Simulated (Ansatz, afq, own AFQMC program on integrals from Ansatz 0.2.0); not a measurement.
# H₂O₂ (triplet): AFQMC on the coupled-cluster ladder at distance O1–H3 along a hydrogen transfer = 0.960 Å, cc-pVTZ

How near does AFQMC come to the top of the ladder for H₂O₂ (triplet)?

Program: Ansatz 0.2.0, Gaussian basis, and an in-house AFQMC program (afq) on its integrals; all values are calculated. Level of theory: cc-pVTZ, frozen cores. These are calculated values, not measurements.

To be run: PBE (unrestricted); CCSD(T) on UHF; r2SCAN (unrestricted); PBE0 (unrestricted); B3LYP (unrestricted); CCSD(T) on UHF; wB97M-V (unrestricted); B2PLYP (unrestricted); CCSD(T) on UHF; Phaseless AFQMC, CISD trial on UHF.

## Step 1: The geometry

The geometry derives from fragments relaxed apart (PBE0/def2-TZVP) and kept rigid, so it is no stationary point. A hydrogen atom is moved between rigid fragments.

4 atoms, charge 0, spin multiplicity 3.

Atoms are counted from 1 here; the program's logs count them from 0.

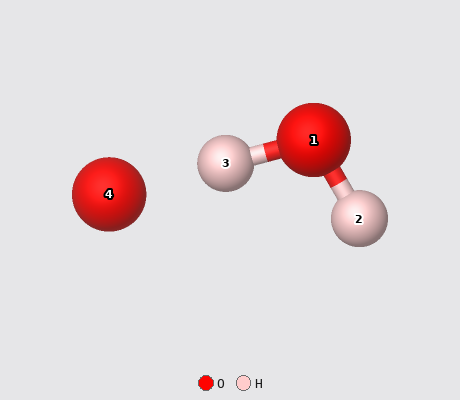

The structure; oxygen red, hydrogen pink; atoms are numbered from 1 in the order of the file.

## Step 2: PBE (unrestricted)

in.yaml

```yaml
crystal:
  periodic: [false, false, false]
  atoms:
    - {symbol: O, position_ang: [-1.070435, -0.027457, 0.000000]}
    - {symbol: H, position_ang: [-1.319745, 0.899119, 0.000000]}
    - {symbol: H, position_ang: [-0.110906, -0.027457, 0.000000]}
    - {symbol: O, position_ang: [1.160565, -0.027457, 0.000000]}
basis:
  gaussian: {orbitals: cc-pVTZ}
magnetization: {spin_polarized: true, initial_magnetization: 2}
hamiltonian: {xc: {name: PBE}}
output: {orbitals: {seedname: orbitals}}
```

The run is started by

```console
> ansatz run in.yaml --threads 1 --pin off --events-out ev --progress --plain --max-ram 5632MiB --backend cpu
```

Log:

```text
Functional definition: PBE
  name "PBE"
  cite "Perdew, Burke & Ernzerhof, Phys. Rev. Lett. 77, 3865 (1996) doi:10.1103/PhysRevLett.77.3865"
  parent pbe
  parameter kappa = 0.804
  parameter beta = 0.06672455060314922
  exchange = pbe_x(kappa = kappa, mu = beta*pi^2/3)
  correlation = pbe_c(beta = beta)
454 factors; their error is unknown
mean field evaluation 1: about -4111.8375 eV, gradient 4.6e1 eV
mean field evaluation 2: about -4040.9171 eV, gradient 1.2e2 eV
mean field evaluation 4: about -4117.8949 eV, gradient 1.6e1 eV
mean field evaluation 8: about -4118.9770 eV, gradient 2.4e0 eV
mean field evaluation 16: about -4119.0704 eV, gradient 1.5e-1 eV
mean field evaluation 32: about -4119.0659 eV, gradient 7.5e-1 eV
mean field evaluation 64: about -4118.8961 eV, gradient 2.0e-6 eV
mean field evaluation 96: about -4119.0611 eV, gradient 4.7e-1 eV
mean field -4119.07049218 eV, -151.3730485813 hartree, gradient 9.0e-6 eV, S^2 2.004137; 11 other end points of the search recorded, 0 dependent functions left out
reference -4119.07050963 eV, -151.3730492225 hartree; 10, 8 occupied and 78, 80 virtual orbitals, 454 factors
Total energy: -4119.07050963 eV, -151.3730492225 hartree
```

It took 6.5 s on 1 thread of AMD EPYC 7R13 (Zen 3), shared host; peak memory 0.71 GiB.

From the report: ⟨S²⟩ of the determinant 2.004 (pure triplet: 2.00).

## Step 3: CCSD(T) on UHF

in.yaml: that of step 2 with these lines changed.

```diff
@@ -10,3 +10,2 @@
 magnetization: {spin_polarized: true, initial_magnetization: 2}
-hamiltonian: {xc: {name: PBE}}
-output: {orbitals: {seedname: orbitals}}
+correlation: {method: ccsd_t, electrons: outside_noble_gas, hamiltonian_folder: ham}
```

The run is started by

```console
> ansatz run in.yaml --threads 1 --pin off --events-out ev --progress --plain --max-ram 16896MiB --backend cuda --devices 0, --max-vram 18GiB
```

Log (excerpt; [...] marks lines left out):

```text
Functional definition: HF
  name "HF"
  cite "Fock, Z. Phys. 61, 126 (1930) doi:10.1007/BF01340294"
  parent pbe
[...]
529 factors; integrals over basis functions are off by at most 1.4e-3 eV
[...]
mean field -4104.11087141 eV, -150.8232926580 hartree, gradient 1.1e-6 eV, S^2 2.015863; 14 other end points of the search recorded, 0 dependent functions left out
determinant -4104.11087141 eV, -150.8232926580 hartree, with singles and doubles -4116.14078528 eV, -151.2653838386 hartree
determinant -4104.05890605 eV, -150.8213829662 hartree, with singles and doubles -4116.06758679 eV, -151.2626938437 hartree
determinant -4101.55956991 eV, -150.7295340572 hartree, with singles and doubles -4113.38373795 eV, -151.1640642182 hartree
determinant -4104.11087141 eV, -150.8232926580 hartree, with singles and doubles -4116.11871756 eV, -151.2645728648 hartree
determinant -4104.05890605 eV, -150.8213829662 hartree, with singles and doubles -4116.04221572 eV, -151.2617614739 hartree
2 core orbitals not correlated: weight in the atoms' cores, before any rotation towards them, 1.000 or more for the frozen orbitals, at most 0.000 for the correlated occupied ones
reference -4104.11087141 eV, -150.8232926580 hartree; 8, 6 occupied and 78, 80 virtual orbitals, 529 factors
second order -11.39268509 eV of doubles, -0.00000000 eV of singles
cycle   1  -12.00784471 eV  change    1.4e-6 eV  update   2.4e-6
perturbative correction -0.35251606 eV, -0.0129547263 hartree
Total energy: -4116.47123218 eV, -151.2775275381 hartree
```

It took 11 s on 1 × NVIDIA H100 80GB HBM3 with 1 thread of AMD EPYC 7R13 (Zen 3), shared host; peak host memory 0.83 GiB.

From the report: ⟨S²⟩ of the determinant 2.016 (pure triplet: 2.00); correlation -12.3604 eV; T1 0.021; largest double amplitude 0.03.

This run also writes the integrals to the folder ham.

## Step 4: r2SCAN (unrestricted)

in.yaml: that of step 3 with these lines changed.

```diff
@@ -10,2 +10,2 @@
 magnetization: {spin_polarized: true, initial_magnetization: 2}
-correlation: {method: ccsd_t, electrons: outside_noble_gas, hamiltonian_folder: ham}
+hamiltonian: {xc: {name: r2SCAN}}
```

The run is started by

```console
> ansatz run in.yaml --threads 1 --pin off --events-out ev --progress --plain --max-ram 5632MiB --backend cpu
```

Log (excerpt; [...] marks lines left out):

```text
Functional definition: r2SCAN
  name "r2SCAN"
  cite "Furness, Kaplan, Ning, Perdew & Sun, J. Phys. Chem. Lett. 11, 8208 (2020) doi:10.1021/acs.jpclett.0c02405"
  cite "Furness, Kaplan, Ning, Perdew & Sun, J. Phys. Chem. Lett. 11, 9248 (2020) doi:10.1021/acs.jpclett.0c03077"
  parent r2scan
[...]
454 factors; their error is unknown
[...]
mean field -4121.45690939 eV, -151.4607477962 hartree, gradient 7.5e-6 eV, S^2 2.008181; 7 other end points of the search recorded, 0 dependent functions left out
reference -4121.45691431 eV, -151.4607479772 hartree; 10, 8 occupied and 78, 80 virtual orbitals, 454 factors
Total energy: -4121.45691431 eV, -151.4607479772 hartree
```

Run time: 11 s. Hardware: 1 thread of AMD EPYC 7R13 (Zen 3), shared host; peak memory 0.71 GiB.

From the report: ⟨S²⟩ of the determinant 2.008 (pure triplet: 2.00).

## Step 5: PBE0 (unrestricted)

in.yaml: that of step 4 with these lines changed.

```diff
@@ -10,2 +10,3 @@
 magnetization: {spin_polarized: true, initial_magnetization: 2}
-hamiltonian: {xc: {name: r2SCAN}}
+hamiltonian: {xc: {name: PBE0}}
+output: {orbitals: {seedname: orbitals}}
```

Launched as before.

Log:

```text
Functional definition: PBE0
  name "PBE0"
  cite "Adamo & Barone, J. Chem. Phys. 110, 6158 (1999) doi:10.1063/1.478522"
  cite "Perdew, Burke & Ernzerhof, Phys. Rev. Lett. 77, 3865 (1996) doi:10.1103/PhysRevLett.77.3865"
  parent pbe
  parameter a = 0.25
  parameter kappa = 0.804
  parameter beta = 0.06672455060314922
  exchange = (1 - a)*pbe_x(kappa = kappa, mu = beta*pi^2/3) + a*exact_x
  correlation = pbe_c(beta = beta)
454 factors; their error is unknown
mean field evaluation 1: about -4113.7392 eV, gradient 4.0e1 eV
mean field evaluation 2: about -4060.7392 eV, gradient 1.1e2 eV
mean field evaluation 4: about -4118.3537 eV, gradient 8.9e0 eV
mean field evaluation 8: about -4118.7276 eV, gradient 3.5e-1 eV
mean field evaluation 16: about -4119.0008 eV, gradient 4.6e-1 eV
mean field evaluation 32: about -4118.9853 eV, gradient 2.4e0 eV
mean field -4119.00558805 eV, -151.3706633984 hartree, gradient 8.3e-6 eV, S^2 2.007377; 3 other end points of the search recorded, 0 dependent functions left out
reference -4119.00560098 eV, -151.3706638738 hartree; 10, 8 occupied and 78, 80 virtual orbitals, 454 factors
Total energy: -4119.00560098 eV, -151.3706638738 hartree
```

Wall time 2.8 s (1 thread of AMD EPYC 7R13 (Zen 3), shared host); peak memory 0.71 GiB.

From the report: ⟨S²⟩ of the determinant 2.007 (pure triplet: 2.00).

## Step 6: B3LYP (unrestricted)

in.yaml: that of step 5 with these lines changed.

```diff
@@ -10,3 +10,2 @@
 magnetization: {spin_polarized: true, initial_magnetization: 2}
-hamiltonian: {xc: {name: PBE0}}
-output: {orbitals: {seedname: orbitals}}
+hamiltonian: {xc: {name: B3LYP}}
```

The command is unchanged.

Log (excerpt; [...] marks lines left out):

```text
Functional definition: B3LYP
  name "B3LYP"
  cite "Stephens, Devlin, Chabalowski & Frisch, J. Phys. Chem. 98, 11623 (1994) doi:10.1021/j100096a001"
  cite "Becke, Phys. Rev. A 38, 3098 (1988) doi:10.1103/PhysRevA.38.3098"
  cite "Lee, Yang & Parr, Phys. Rev. B 37, 785 (1988) doi:10.1103/PhysRevB.37.785"
  cite "Vosko, Wilk & Nusair, Can. J. Phys. 58, 1200 (1980) doi:10.1139/p80-159"
[...]
454 factors; their error is unknown
[...]
mean field -4123.48493777 eV, -151.5352764645 hartree, gradient 6.5e-6 eV, S^2 2.006792; 3 other end points of the search recorded, 0 dependent functions left out
reference -4123.48507064 eV, -151.5352813475 hartree; 10, 8 occupied and 78, 80 virtual orbitals, 454 factors
Total energy: -4123.48507064 eV, -151.5352813475 hartree
```

It took 2.8 s on 1 thread of AMD EPYC 7R13 (Zen 3), shared host; peak memory 0.71 GiB.

From the report: ⟨S²⟩ of the determinant 2.007 (pure triplet: 2.00).

## Step 7: CCSD(T) on UHF

in.yaml: that of step 6 with these lines changed.

```diff
@@ -8,4 +8,4 @@
 basis:
-  gaussian: {orbitals: cc-pVTZ}
+  gaussian: {orbitals: def2-TZVPP}
 magnetization: {spin_polarized: true, initial_magnetization: 2}
-hamiltonian: {xc: {name: B3LYP}}
+correlation: {method: ccsd_t, electrons: outside_noble_gas}
```

The run is started by

```console
> ansatz run in.yaml --threads 1 --pin off --events-out ev --progress --plain --max-ram 16896MiB --backend cuda --devices 0, --max-vram 18GiB
```

Log (excerpt; [...] marks lines left out):

```text
Functional definition: HF
  name "HF"
  cite "Fock, Z. Phys. 61, 126 (1930) doi:10.1007/BF01340294"
  parent pbe
[...]
570 factors; integrals over basis functions are off by at most 1.3e-3 eV
[...]
mean field -4104.34961175 eV, -150.8320662036 hartree, gradient 2.8e-6 eV, S^2 2.016460; 13 other end points of the search recorded, 0 dependent functions left out
determinant -4104.34961175 eV, -150.8320662036 hartree, with singles and doubles -4116.33746489 eV, -151.2726116810 hartree
determinant -4104.29501671 eV, -150.8300598732 hartree, with singles and doubles -4116.26225277 eV, -151.2698476867 hartree
determinant -4101.83418174 eV, -150.7396258560 hartree, with singles and doubles -4113.62225744 eV, -151.1728296476 hartree
determinant -4104.34961175 eV, -150.8320662036 hartree, with singles and doubles -4116.32009269 eV, -151.2719732646 hartree
determinant -4104.29501671 eV, -150.8300598732 hartree, with singles and doubles -4116.23964098 eV, -151.2690167186 hartree
2 core orbitals not correlated: weight in the atoms' cores, before any rotation towards them, 1.000 or more for the frozen orbitals, at most 0.000 for the correlated occupied ones
reference -4104.34961175 eV, -150.8320662036 hartree; 8, 6 occupied and 80, 82 virtual orbitals, 570 factors
second order -11.34159986 eV of doubles, -0.00000000 eV of singles
cycle   1  -11.97047917 eV  change    1.8e-6 eV  update   3.2e-6
perturbative correction -0.35180513 eV, -0.0129286000 hartree
Total energy: -4116.67189605 eV, -151.2849017994 hartree
```

Run time: 14 s. Hardware: 1 × NVIDIA H100 80GB HBM3 with 1 thread of AMD EPYC 7R13 (Zen 3), shared host; peak host memory 0.84 GiB.

From the report: ⟨S²⟩ of the determinant 2.016 (pure triplet: 2.00); correlation -12.3223 eV; T1 0.021; largest double amplitude 0.03.

## Step 8: wB97M-V (unrestricted)

in.yaml: that of step 7 with these lines changed.

```diff
@@ -8,4 +8,5 @@
 basis:
-  gaussian: {orbitals: def2-TZVPP}
+  gaussian: {orbitals: cc-pVTZ}
 magnetization: {spin_polarized: true, initial_magnetization: 2}
-correlation: {method: ccsd_t, electrons: outside_noble_gas}
+hamiltonian: {xc: {name: wB97M-V}}
+output: {orbitals: {seedname: orbitals}}
```

The run is started by

```console
> ansatz run in.yaml --threads 1 --pin off --events-out ev --progress --plain --max-ram 5632MiB --backend cpu
```

Log (excerpt; [...] marks lines left out):

```text
Functional definition: wB97M-V
  name "wB97M-V"
  cite "Mardirossian & Head-Gordon, J. Chem. Phys. 144, 214110 (2016) doi:10.1063/1.4952647"
  cite "Becke, J. Chem. Phys. 107, 8554 (1997) doi:10.1063/1.475007"
  cite "Vydrov & Van Voorhis, J. Chem. Phys. 133, 244103 (2010) doi:10.1063/1.3521275"
  # Of w^i u^j: cxij and so on, Table III.
[...]
  gx(w, u) = 1 - cx + cx01*u + cx10*w
  gss(w, u) = css00 + css04*u^4 + css10*w + css20*w^2 + css43*w^4*u^3
  gos(w, u) = cos00 + cos10*w + (cos20 + cos21*u)*w^2 + (cos60 + cos61*u)*w^6
[...]
      + integral(e_c_pw_mod_opposite_spin*gos(b97_w_opposite, b97_u_opposite)) + vv10(b, c)
454 factors; their error is unknown
96 factors; integrals over basis functions are off by at most 2.8e-5 eV
[...]
mean field -4121.87246173 eV, -151.4760190632 hartree, gradient 2.0e-6 eV, S^2 2.006980; 3 other end points of the search recorded, 0 dependent functions left out
reference -4121.87248194 eV, -151.4760198057 hartree; 10, 8 occupied and 78, 80 virtual orbitals, 454 factors
Total energy: -4121.87248194 eV, -151.4760198057 hartree
```

Run time: 9 s. Hardware: 1 thread of AMD EPYC 7R13 (Zen 3), shared host; peak memory 0.71 GiB.

From the report: ⟨S²⟩ of the determinant 2.007 (pure triplet: 2.00).

## Step 9: B2PLYP (unrestricted)

in.yaml: that of step 8 with these lines changed.

```diff
@@ -10,3 +10,3 @@
 magnetization: {spin_polarized: true, initial_magnetization: 2}
-hamiltonian: {xc: {name: wB97M-V}}
-output: {orbitals: {seedname: orbitals}}
+hamiltonian: {xc: {name: B2PLYP}}
+correlation: {electrons: outside_noble_gas}
```

The command is unchanged.

Log (excerpt; [...] marks lines left out):

```text
Functional definition: B2PLYP
  name "B2PLYP"
  cite "Grimme, J. Chem. Phys. 124, 034108 (2006) doi:10.1063/1.2148954"
  cite "Becke, Phys. Rev. A 38, 3098 (1988) doi:10.1103/PhysRevA.38.3098"
  cite "Lee, Yang & Parr, Phys. Rev. B 37, 785 (1988) doi:10.1103/PhysRevB.37.785"
[...]
529 factors; integrals over basis functions are off by at most 1.4e-3 eV
[...]
mean field -4116.96666528 eV, -151.2957343688 hartree, gradient 2.6e-6 eV, S^2 2.011209; 5 other end points of the search recorded, 0 dependent functions left out
2 core orbitals not correlated: weight in the atoms' cores, before any rotation towards them, 1.000 or more for the frozen orbitals, at most 0.000 for the correlated occupied ones
reference -4116.96674991 eV, -151.2957374790 hartree; 8, 6 occupied and 78, 80 virtual orbitals, 529 factors
second order -13.72917712 eV of doubles, -0.00000000 eV of singles
Total energy: -4120.67362774 eV, -151.4319627264 hartree
```

Wall time 6 s (1 thread of AMD EPYC 7R13 (Zen 3), shared host); peak memory 0.71 GiB.

From the report: ⟨S²⟩ of the determinant 2.011 (pure triplet: 2.00).

## Step 10: CCSD(T) on UHF

in.yaml: that of step 9 with these lines changed.

```diff
@@ -8,5 +8,4 @@
 basis:
-  gaussian: {orbitals: cc-pVTZ}
+  gaussian: {orbitals: "def2-QZVPP.json"}
 magnetization: {spin_polarized: true, initial_magnetization: 2}
-hamiltonian: {xc: {name: B2PLYP}}
-correlation: {electrons: outside_noble_gas}
+correlation: {method: ccsd_t, electrons: outside_noble_gas}
```

The run is started by

```console
> ansatz run in.yaml --threads 1 --pin off --events-out ev --progress --plain --max-ram 16896MiB --backend cuda --devices 0, --max-vram 18GiB
```

Log (excerpt; [...] marks lines left out):

```text
Functional definition: HF
  name "HF"
  cite "Fock, Z. Phys. 61, 126 (1930) doi:10.1007/BF01340294"
  parent pbe
[...]
1088 factors; integrals over basis functions are off by at most 1.7e-3 eV
[...]
mean field -4104.54485174 eV, -150.8392411409 hartree, gradient 2.2e-6 eV, S^2 2.017025; 15 other end points of the search recorded, 0 dependent functions left out
determinant -4104.54485174 eV, -150.8392411409 hartree, with singles and doubles -4117.53750342 eV, -151.3167122835 hartree
determinant -4104.48876754 eV, -150.8371800846 hartree, with singles and doubles -4117.45716021 eV, -151.3137597250 hartree
determinant -4102.06460518 eV, -150.7480937612 hartree, with singles and doubles -4114.89557268 eV, -151.2196231194 hartree
determinant -4104.54485174 eV, -150.8392411409 hartree, with singles and doubles -4117.39326291 eV, -151.3114115425 hartree
determinant -4104.48876754 eV, -150.8371800846 hartree, with singles and doubles -4117.31100141 eV, -151.3083884884 hartree
2 core orbitals not correlated: weight in the atoms' cores, before any rotation towards them, 1.000 or more for the frozen orbitals, at most 0.000 for the correlated occupied ones
reference -4104.54485174 eV, -150.8392411409 hartree; 8, 6 occupied and 164, 166 virtual orbitals, 1088 factors
second order -12.34366752 eV of doubles, -0.00000000 eV of singles
cycle   1  -12.84841194 eV  change   -7.7e-7 eV  update   2.8e-6
perturbative correction -0.42039313 eV, -0.0154491626 hartree
Total energy: -4117.81365681 eV, -151.3268607333 hartree
```

Wall time 27 s (1 × NVIDIA H100 80GB HBM3 with 1 thread of AMD EPYC 7R13 (Zen 3), shared host); peak host memory 1 GiB.

From the report: ⟨S²⟩ of the determinant 2.017 (pure triplet: 2.00); correlation -13.2688 eV; T1 0.022; largest double amplitude 0.02.

## Step 11: Phaseless AFQMC, CISD trial on UHF

It reads the integrals that the CCSD(T) run on this determinant wrote.

The run is started by

```console
> afq ham --method phaseless --trial cisd --walkers 1500 --populations 20 --least-time 60 --time-step 0.005 --steps-per-block 50 --equilibration-blocks 28 --max-blocks 4000 --target-error 0.00022 --factor-cut 1e-05 --start spin_pure --seed 255 --release-times 0.24,0.51,0.99,1.62,2.4 --release-step 0.03 --release-every 3 --taylor-order 6
```

Log:

```text
orbitals 86  electrons 8 6  factors 528 of 529
reference energy -150.82329266 Eh
CCSD correlation -0.44128018 Eh in 19 cycles, weight of the determinant in the CISD state 0.8923
energy of the start -151.263897 Eh
 block  time / (1/Eh)  mean weight  energy / Eh
     1     0.250  0.9997  -151.263229
     2     0.500  0.9993  -151.270623
     3     0.750  0.9993  -151.273591
     4     1.000  1.0009  -151.275100
     5     1.250  1.0004  -151.273761
     6     1.500  0.9997  -151.276359
     7     1.750  1.0002  -151.277268
     8     2.000  1.0000  -151.277294
     9     2.250  1.0000  -151.277107
    10     2.500  1.0005  -151.278093
    13     3.250  1.0003  -151.277842
    17     4.250  1.0004  -151.276691
    21     5.250  0.9998  -151.280179
    25     6.250  1.0000  -151.278664
    29     7.250  1.0005  -151.276662
    33     8.250  1.0001  -151.278399
    37     9.250  0.9997  -151.280179
    41    10.250  1.0007  -151.276033
    45    11.250  0.9993  -151.276883
    49    12.250  0.9989  -151.278052
    53    13.250  0.9998  -151.277486
    57    14.250  1.0010  -151.275486
    61    15.250  1.0001  -151.276546
    65    16.250  0.9996  -151.279178
    69    17.250  1.0002  -151.279270
    73    18.250  1.0002  -151.281661
    77    19.250  1.0002  -151.275714
    81    20.250  1.0005  -151.279188
    85    21.250  0.9997  -151.278646
    89    22.250  1.0005  -151.275589
    93    23.250  1.0001  -151.276577
    97    24.250  1.0009  -151.277910
   101    25.250  1.0014  -151.276499
   105    26.250  1.0014  -151.277265
   109    27.250  0.9998  -151.274878
   113    28.250  1.0004  -151.275447
   117    29.250  1.0004  -151.280445
   121    30.250  0.9990  -151.274838
   125    31.250  1.0009  -151.280050
   129    32.250  0.9991  -151.278227
   133    33.250  1.0006  -151.276518
   137    34.250  1.0006  -151.279766
   141    35.250  0.9996  -151.281196
   145    36.250  1.0001  -151.278828
   149    37.250  1.0001  -151.278552
   153    38.250  1.0001  -151.276193
   157    39.250  0.9988  -151.276112
   161    40.250  0.9993  -151.276500
   165    41.250  1.0004  -151.279528
   169    42.250  0.9992  -151.279794
error from the spread of 20 populations
released: time / (1/Eh)  energy / Eh  error  mean overlap
  0.24  -151.278590  0.000214  0.9966
  0.51  -151.280152  0.001217  0.9883
  0.99  -151.279275  0.000257  0.9803
  1.62  -151.278949  0.000929  0.9736
  2.40  -151.277662  0.000890  0.9728
energy -151.277672 +/- 0.000292 Eh
```

It took 4.1 min on 1 × NVIDIA H100 80GB HBM3 with 2 threads of AMD EPYC 7R13 (Zen 3), shared host; peak host memory 1.6 GiB.

Energy -4116.4752 ± 0.0079 eV. Caveats: constraint bias not in the error.

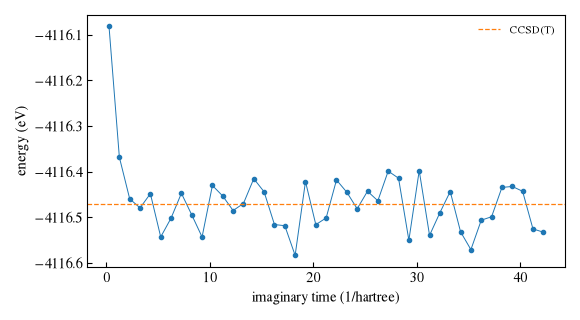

Block energies along the walk.

## Step 12: AFQMC on the ladder

On the UHF determinant, counted from CCSD(T) (a yardstick, not exact):

```
                                                level  energy (eV)  from CCSD(T) (kJ/mol)  statistical error (kJ/mol)     time
                                                   HF   -4104.1109                +1192.6                                     
                                                  MP2   -4115.5036                  +93.4                                     
                                                 CCSD   -4116.1187                  +34.0                                     
                                              CCSD(T)   -4116.4712                    0.0                                     
Phaseless AFQMC, CISD trial, step 0.005, 1500 walkers   -4116.4752                   -0.4                         0.8  4.1 min
```

The functionals' totals stand on their own zeros and serve differences with other points: PBE -4119.071 eV; r2SCAN -4121.457 eV; PBE0 -4119.006 eV; B3LYP -4123.485 eV; wB97M-V -4121.872 eV; B2PLYP -4120.674 eV.

## Step 13: What came out

| quantity | value |
| --- | --- |
| Phaseless AFQMC, CISD trial on UHF from CCSD(T) | -0.4 ± 0.8 kJ/mol |

What this shows: On UHF the phaseless walk with the CISD trial lies -0.4 kJ/mol from CCSD(T), within three error bars. Error bars are statistical and leave out the constraint, the time step and what remains of the start.
